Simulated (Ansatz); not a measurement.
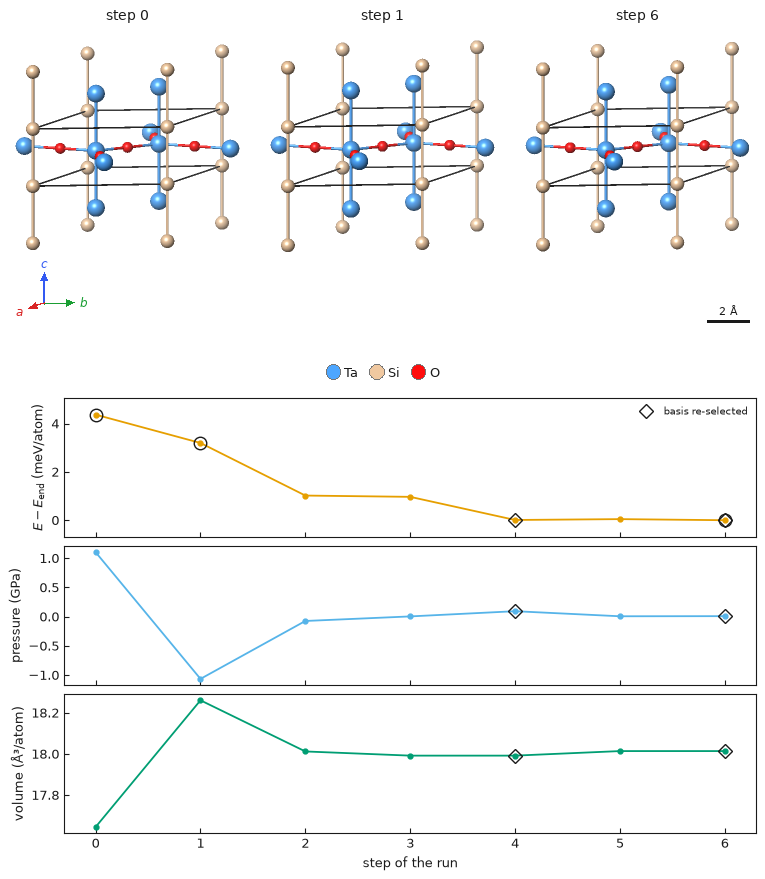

Frames of a relaxation of crystalline Ta$_{2}$SiO$_{3}$ (a generated structure, set up in P6/mmm), marked on the history of the run. The picture is a ball-and-stick view of the cell of the calculation, seen slightly off an axis.

Level of theory: Ansatz 0.2.0, DFT PBE, scalar-relativistic, plane waves, PAW. Set-up: plane-wave cutoff 420 eV; k-point mesh 6 × 6 × 14; occupations gaussian; smearing width 0.1 eV; collinear spin; cell and atoms relaxed; force threshold 0.01 eV/Å; at most 80 steps.

**What happens along the run?**

The energy falls by 4.4 meV per atom in 4 accepted moves (6 points after the start). All forces vanish by symmetry, so only the cell relaxes. Pressure: 1.10 GPa at the start and 0.01 GPa at the end. At 2 points the geometry stayed and the basis and grid were re-selected for the new cell (energy shift of 1.0 meV per atom at most each time). The atoms keep their places relative to the cell (all moves are under 0.005 Å). The drawn cell changes as follows: a = b 6.590 → 6.584 Å (−0.1 %), c 2.815 → 2.879 Å (+2.3 %); the volume changes by +2.1 %. Some distances before and after: Si–Si 2.815 → 2.879 Å, Ta–Ta 2.815 → 2.879 Å. The space group stays P6/mmm (No. 191). The program noted that the starting moments weren't kept. Cost: 2.2 min on 1 thread of AMD EPYC 7R43 64-Core Processor (Zen 3), on a shared host, peak memory 0.64 GiB. From step 0 to 1: volume +3.5 %, energy −1.2 meV per atom. From step 1 to 6: volume −1.4 %, energy −3.2 meV per atom.

```json
{"step": "0", "E − E(0), meV/atom": "0.00", "pressure, GPa": "1.10", "volume, Å³/atom": "17.645", "note": ""}
{"step": "1", "E − E(0), meV/atom": "-1.17", "pressure, GPa": "-1.07", "volume, Å³/atom": "18.261", "note": ""}
{"step": "2", "E − E(0), meV/atom": "-3.35", "pressure, GPa": "-0.07", "volume, Å³/atom": "18.012", "note": ""}
{"step": "3", "E − E(0), meV/atom": "-3.40", "pressure, GPa": "0.00", "volume, Å³/atom": "17.992", "note": ""}
{"step": "4", "E − E(0), meV/atom": "-4.36", "pressure, GPa": "0.09", "volume, Å³/atom": "17.992", "note": "same geometry, new basis"}
{"step": "5", "E − E(0), meV/atom": "-4.32", "pressure, GPa": "0.01", "volume, Å³/atom": "18.014", "note": ""}
{"step": "6", "E − E(0), meV/atom": "-4.37", "pressure, GPa": "0.01", "volume, Å³/atom": "18.014", "note": "same geometry, new basis"}
```
